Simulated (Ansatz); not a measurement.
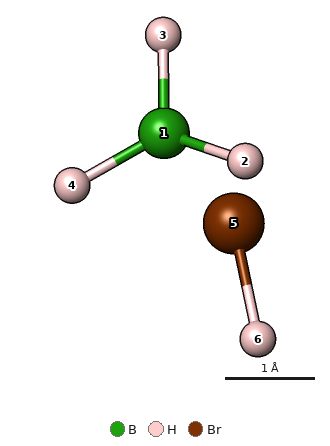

Figure 1. The structure as given in the input (ball-and-stick view, seen at an oblique angle; atoms are numbered from 1 in the order of the input).

**BH$_{4}$Br: nudged elastic band**

System: BH$_{4}$Br.
Method: RKS revPBE/def2-TZVP (Ansatz 0.2.0).

It belongs to a series of runs on one base structure; here: band between the two ends. Figures and captions count atoms from 1; the log counts them from 0 in places.

Input
```yaml
crystal:
  periodic: [false, false, false]
  atoms:
    - { symbol: B, position_ang: [0.025885, 0.145055, 0.005334] }
    - { symbol: H, position_ang: [0.195004, 0.768443, 1.022432] }
    - { symbol: H, position_ang: [0.927887, 0.100119, -0.795164] }
    - { symbol: H, position_ang: [-1.096138, -0.061884, -0.379212] }
    - { symbol: Br, position_ang: [0.481804, -2.042475, 0.899798] }
    - { symbol: H, position_ang: [-0.398442, -1.994558, 2.036012] }
basis:
  gaussian: { orbitals: def2-TZVP }
hamiltonian:
  xc: revpbe
neb:
  order_check: false
  images: 7
  f_tol: 0.05
  max_iterations: 60
  final_atoms:
    - { symbol: B, position_ang: [0.14276162, -0.63597494, -0.83169049] }
    - { symbol: H, position_ang: [-0.34520848, 0.48007432, 2.99442769] }
    - { symbol: H, position_ang: [1.07565213, 0.10511775, -0.72282658] }
    - { symbol: H, position_ang: [-1.00041586, -0.2861302, -0.87754254] }
    - { symbol: Br, position_ang: [0.50391389, -2.50782075, -0.94420766] }
    - { symbol: H, position_ang: [-0.2407033, -0.24056618, 3.17103958] }
  initial_path:
    images:
      - { positions_ang: [[0.025885, 0.145055, 0.005334], [0.195004, 0.768443, 1.022432], [0.927887, 0.100119, -0.795164], [-1.096138, -0.061884, -0.379212], [0.481804, -2.042475, 0.899798], [-0.398442, -1.994558, 2.036012]] }
      - { positions_ang: [[0.00635428, 0.10728315, 0.00371298], [0.14105273, 0.57677578, 1.1514513], [0.93649514, 0.09426369, -0.75072712], [-1.09487533, -0.07011171, -0.42806412], [0.42261688, -2.08308927, 0.86034652], [-0.27564369, -1.71042164, 1.95248044]] }
      - { positions_ang: [[-0.01317643, 0.06951131, 0.00209195], [0.08710145, 0.38510856, 1.28047061], [0.94510327, 0.08840838, -0.70629023], [-1.09361267, -0.07833941, -0.47691624], [0.36342976, -2.12370354, 0.82089504], [-0.15284539, -1.42628529, 1.86894887]] }
      - { positions_ang: [[-0.03270715, 0.03173946, 0.00047093], [0.03315018, 0.19344133, 1.40948991], [0.95371141, 0.08255307, -0.66185335], [-1.09235, -0.08656712, -0.52576835], [0.30424264, -2.16431781, 0.78144356], [-0.03004708, -1.14214893, 1.78541731]] }
      - { positions_ang: [[-0.05223787, -0.00603239, -0.0011501], [-0.02080109, 0.00177411, 1.53850921], [0.96231954, 0.07669776, -0.61741647], [-1.09108733, -0.09479483, -0.57462047], [0.24505552, -2.20493208, 0.74199208], [0.09275122, -0.85801258, 1.70188575]] }
      - { positions_ang: [[-0.003488, -0.16351803, -0.2087852], [-0.10190294, 0.12134916, 1.90248883], [0.99065269, 0.08380276, -0.64376899], [-1.06841946, -0.14262867, -0.65035099], [0.30977012, -2.28065425, 0.32044214], [0.00938759, -0.70365098, 2.06917421]] }
      - { positions_ang: [[0.04526187, -0.32100366, -0.4164203], [-0.18300479, 0.24092422, 2.26646845], [1.01898584, 0.09090775, -0.67012152], [-1.04575159, -0.19046251, -0.72608151], [0.37448471, -2.35637642, -0.10110779], [-0.07397604, -0.54928938, 2.43646267]] }
      - { positions_ang: [[0.09401175, -0.4784893, -0.62405539], [-0.26410663, 0.36049927, 2.63044807], [1.04731899, 0.09801275, -0.69647405], [-1.02308372, -0.23829635, -0.80181202], [0.4391993, -2.43209858, -0.52265773], [-0.15733967, -0.39492778, 2.80375112]] }
      - { positions_ang: [[0.14276162, -0.63597494, -0.83169049], [-0.34520848, 0.48007432, 2.99442769], [1.07565213, 0.10511775, -0.72282658], [-1.00041586, -0.2861302, -0.87754254], [0.50391389, -2.50782075, -0.94420766], [-0.2407033, -0.24056618, 3.17103958]] }
```

Hardware: 2 threads of Intel Xeon @ 2.50GHz (Skylake/Cascade Lake), 32 GiB of memory available, shared host.

Launch command:
```bash
ansatz run input.yaml --threads 2 --pin off --max-ram 3072MiB --backend cpu --events-out ev --progress --plain --runs-dir out
```

What the program printed
```
Engine: ansatz 0.2.0, x86_64-unknown-linux-gnu
Functional definition: revPBE
  parameter kappa = 1.245
  parameter beta = 0.06672455060314922
  exchange = pbe_x(kappa = kappa, mu = beta*pi^2/3)
  correlation = pbe_c(beta = beta)
721 factors; their error is unknown
mean field evaluation 1: about -70775.3242 eV, gradient 4.1e1 eV
mean field evaluation 2: about -70754.0366 eV, gradient 7.9e1 eV
mean field evaluation 4: about -70780.6875 eV, gradient 6.7e0 eV
mean field evaluation 8: about -70780.8009 eV, gradient 1.8e-1 eV
mean field evaluation 16: about -70780.8010 eV, gradient 1.6e-5 eV
mean field -70780.80096377 eV, -2601.1464584685 hartree, gradient 1.6e-5 eV, S^2 0.000000; 0 other end points of the search recorded, 0 dependent functions left out
the calculation of the forces begins
reference -70780.80100983 eV, -2601.1464601613 hartree; 22, 22 occupied and 81, 81 virtual orbitals, 721 factors
721 factors; their error is unknown
mean field -70781.45481466 eV, -2601.1704870457 hartree, gradient 3.0e-5 eV, S^2 0.000000; 0 other end points of the search recorded, 0 dependent functions left out
[... from here on the field's lines of each further geometry are left out, up to the last ...]
NEB iter   1: max|band force component| = 4.252e0 eV/Å  barrier→ = 1.4440 eV  barrier← = 2.0979 eV  Δτ_max = 0.2000 Å  (232 SCF iters)
NEB iter   2: max|band force component| = 2.752e0 eV/Å  barrier→ = 0.6563 eV  barrier← = 1.3102 eV  Δτ_max = 0.2000 Å  (228 SCF iters)
NEB iter   3: max|band force component| = 1.460e0 eV/Å  barrier→ = 0.2160 eV  barrier← = 0.8699 eV  Δτ_max = 0.2000 Å  (207 SCF iters)
NEB iter   4: max|band force component| = 1.751e0 eV/Å  barrier→ = 0.2442 eV  barrier← = 0.8981 eV  Δτ_max = 0.0995 Å  (207 SCF iters)
NEB iter   5: max|band force component| = 1.384e0 eV/Å  barrier→ = 0.1837 eV  barrier← = 0.8375 eV  Δτ_max = 0.0995 Å  (197 SCF iters)
NEB iter   6: max|band force component| = 3.342e-1 eV/Å  barrier→ = 0.1552 eV  barrier← = 0.8091 eV  CI = image 2  Δτ_max = 0.2000 Å  (202 SCF iters)
NEB iter   7: max|band force component| = 6.924e-1 eV/Å  barrier→ = 0.1728 eV  barrier← = 0.8266 eV  CI = image 2  Δτ_max = 0.0835 Å  (200 SCF iters)
NEB iter   8: max|band force component| = 2.954e-1 eV/Å  barrier→ = 0.1821 eV  barrier← = 0.8359 eV  CI = image 2  Δτ_max = 0.0502 Å  (197 SCF iters)
NEB iter   9: max|band force component| = 1.091e-1 eV/Å  barrier→ = 0.1735 eV  barrier← = 0.8274 eV  CI = image 2  Δτ_max = 0.0531 Å  (200 SCF iters)
NEB iter  10: max|band force component| = 9.580e-2 eV/Å  barrier→ = 0.1742 eV  barrier← = 0.8280 eV  CI = image 2  Δτ_max = 0.0379 Å  (200 SCF iters)
NEB iter  11: max|band force component| = 1.387e-1 eV/Å  barrier→ = 0.1743 eV  barrier← = 0.8282 eV  CI = image 2  Δτ_max = 0.0189 Å  (192 SCF iters)
the calculation of the forces begins
reference -70781.45145612 eV, -2601.1703636213 hartree; 22, 22 occupied and 81, 81 virtual orbitals, 721 factors
721 factors; their error is unknown
mean field evaluation 800: about -70775.8495 eV, gradient 3.8e1 eV
mean field -70780.62666718 eV, -2601.1400531871 hartree, gradient 3.1e-5 eV, S^2 0.000000; 1 other end points of the search recorded, 0 dependent functions left out
the calculation of the forces begins
reference -70780.62671236 eV, -2601.1400548474 hartree; 22, 22 occupied and 81, 81 virtual orbitals, 721 factors
NEB iter  12: max|band force component| = 4.013e-2 eV/Å  barrier→ = 0.1743 eV  barrier← = 0.8281 eV  CI = image 2  Δτ_max = 0.0000 Å  (390 SCF iters)
```

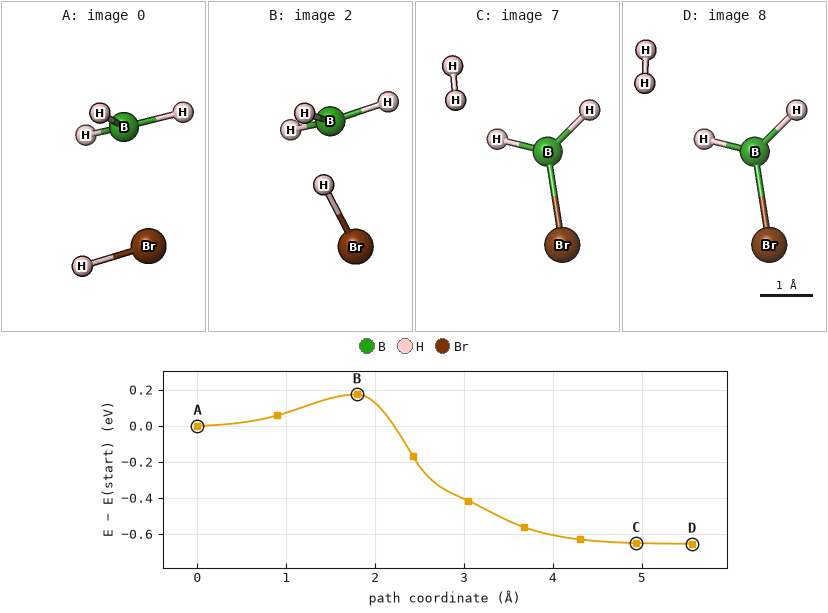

Figure 2. Images of the last band (counted from 0; ball-and-stick, seen at a tilt) above the energy along the path; the line is a cubic interpolation that uses the forces. The highest image is number 2, 0.174 eV above the start and 0.828 eV above the end (the climbing image); the end lies 0.654 eV below the start. The path is 5.56 Å long. The band converged in 12 iterations.

```
Total energy: -70780.62671236 eV, -2601.1400548474 hartree
Atom 0 at    -0.030271    -0.007518     0.102448 Å, force    -0.001467     0.002713    -0.019617 eV/Å
Atom 1 at    -0.039012     0.387309     1.270310 Å, force    -0.001184     0.002531     0.006285 eV/Å
Atom 2 at     1.011159     0.089981    -0.478902 Å, force    -0.009571    -0.003182     0.006166 eV/Å
Atom 3 at    -1.097556    -0.100971    -0.430533 Å, force     0.009542     0.001204     0.003719 eV/Å
Atom 4 at     0.202492    -2.417461     0.860694 Å, force     0.000098    -0.001538    -0.001054 eV/Å
Atom 5 at     0.089187    -1.036640     1.465184 Å, force     0.002582    -0.001729     0.004501 eV/Å
Dipole moment:     0.003296    -0.005027     0.137320 e Å
this run last wrote the band of iteration 12 to [file]
```

The last band as extended XYZ (Å, eV, eV/Å)
```
6
Properties=species:S:1:pos:R:3:forces:R:3 image=0 energy=-70780.80096
B     0.0259    0.1451    0.0053   -0.0042   0.0069   0.0075
H     0.1950    0.7684    1.0224    0.0083   0.0106  -0.0052
H     0.9279    0.1001   -0.7952   -0.0014  -0.0011  -0.0037
H    -1.0961   -0.0619   -0.3792   -0.0059   0.0017  -0.0049
Br    0.4818   -2.0425    0.8998    0.0051  -0.0083   0.0158
H    -0.3984   -1.9946    2.0360   -0.0018  -0.0098  -0.0096
6
Properties=species:S:1:pos:R:3:forces:R:3 image=1 energy=-70780.74368
B    -0.0199    0.1108    0.0034   -0.0015   0.0272  -0.0239
H    -0.0416    0.5518    1.1272   -0.0023   0.0343  -0.0378
H     1.0207    0.1238   -0.5987   -0.0051   0.0141  -0.0284
H    -1.0605   -0.0083   -0.5869    0.0016   0.0158  -0.0299
Br    0.1342   -2.2676    0.7902   -0.0016   0.0343  -0.0126
H     0.1031   -1.5958    2.0541    0.0090  -0.1256   0.1326
6
Properties=species:S:1:pos:R:3:forces:R:3 image=2 energy=-70780.62667
B    -0.0303   -0.0075    0.1024   -0.0015   0.0027  -0.0196
H    -0.0390    0.3873    1.2703   -0.0012   0.0025   0.0063
H     1.0112    0.0900   -0.4789   -0.0096  -0.0032   0.0062
H    -1.0976   -0.1010   -0.4305    0.0095   0.0012   0.0037
Br    0.2025   -2.4175    0.8607    0.0001  -0.0015  -0.0011
H     0.0892   -1.0366    1.4652    0.0026  -0.0017   0.0045
6
Properties=species:S:1:pos:R:3:forces:R:3 image=3 energy=-70780.96693
B    -0.0040   -0.3494    0.0954    0.0455  -0.5424  -0.0384
H    -0.0347    0.2778    1.3242    0.0161  -0.1522   0.0683
H     0.9961    0.0981   -0.3891    0.0028  -0.0227   0.1444
H    -1.0990   -0.1173   -0.3324    0.0174  -0.0230   0.1453
Br    0.2205   -2.3951    0.6307   -0.0128   0.0398  -0.3286
H     0.0571   -0.5994    1.4603   -0.0690   0.7005   0.0090
6
Properties=species:S:1:pos:R:3:forces:R:3 image=4 energy=-70781.21671
B     0.0176   -0.5518   -0.0648    0.0164  -0.1239  -0.0596
H    -0.1195    0.3783    1.5327   -0.0126   0.0650   0.0624
H     1.0122    0.0518   -0.3484   -0.0135  -0.0160   0.0003
H    -1.0870   -0.1525   -0.3012    0.0146  -0.0152  -0.0010
Br    0.2131   -2.4769    0.2622   -0.0059  -0.0154  -0.1105
H     0.0995   -0.3344    1.7086    0.0011   0.1056   0.1083
6
Properties=species:S:1:pos:R:3:forces:R:3 image=5 energy=-70781.36415
B     0.0480   -0.5812   -0.3020    0.0043  -0.0136  -0.0655
H    -0.2088    0.3643    1.9292   -0.0032   0.0222   0.0867
H     1.0234    0.1087   -0.3615    0.0046  -0.0256  -0.0284
H    -1.0718   -0.1713   -0.3977    0.0018  -0.0245  -0.0298
Br    0.2985   -2.4789   -0.1532    0.0025  -0.0125  -0.0559
H     0.0467   -0.3269    2.0744   -0.0099   0.0540   0.0928
6
Properties=species:S:1:pos:R:3:forces:R:3 image=6 energy=-70781.43135
B     0.0782   -0.5851   -0.4883    0.0028  -0.0042  -0.0172
H    -0.2624    0.3725    2.3017   -0.0025   0.0086   0.0307
H     1.0371    0.1296   -0.4522   -0.0061  -0.0095  -0.0143
H    -1.0533   -0.2008   -0.5438    0.0071  -0.0044  -0.0141
Br    0.3754   -2.4740   -0.4751    0.0020  -0.0016  -0.0180
H    -0.0389   -0.3275    2.4468   -0.0033   0.0111   0.0329
6
Properties=species:S:1:pos:R:3:forces:R:3 image=7 energy=-70781.45141
B     0.1082   -0.6030   -0.6624    0.0056  -0.0041  -0.0129
H    -0.2925    0.4189    2.6720   -0.0008   0.0018   0.0067
H     1.0518    0.1276   -0.5764   -0.0066  -0.0023  -0.0006
H    -1.0301   -0.2405   -0.7237    0.0024   0.0021   0.0006
Br    0.4441   -2.4831   -0.7149    0.0003   0.0003  -0.0021
H    -0.1454   -0.3051    2.7946   -0.0010   0.0021   0.0083
6
Properties=species:S:1:pos:R:3:forces:R:3 image=8 energy=-70781.45482
B     0.1428   -0.6360   -0.8317   -0.0013   0.0078  -0.0024
H    -0.3452    0.4801    2.9944    0.0017  -0.0123   0.0039
H     1.0757    0.1051   -0.7228    0.0002  -0.0027   0.0009
H    -1.0004   -0.2861   -0.8775    0.0006  -0.0027   0.0009
Br    0.5039   -2.5078   -0.9442    0.0005  -0.0027   0.0003
H    -0.2407   -0.2406    3.1710   -0.0018   0.0126  -0.0036
```

Summary

| quantity | value |
| --- | --- |
| outcome | converged |
| barrier, forward | 0.174 eV |
| barrier, backward | 0.828 eV |
| wall time | 3 min (CPU time 5.6 min) |
| peak memory | 0.17 GiB |

Remarks

The order of the saddle point was not checked.
